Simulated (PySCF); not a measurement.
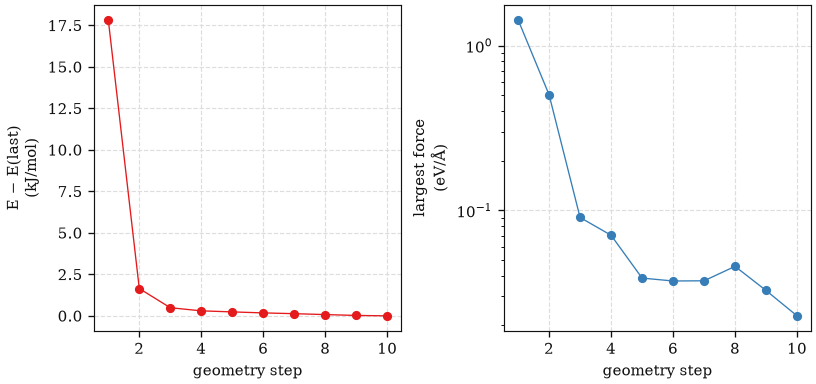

History of a geometry optimisation.

C$_{3}$H$_{11}$GaOSi (SMILES CC[O][GaH][CH2][SiH3]); PySCF 2.14.0, density fitting, PBE0-D3(BJ)/def2-SVP, geometry optimisation.

Q: How did it end, and what did it gain?

A: The optimisation met its thresholds at geometry 10, counting the start as the first. The energy fell by about 18 kJ/mol from the first step to the last. The largest force goes from about 1.4 eV/Å at the start to 0.023 eV/Å at the end.
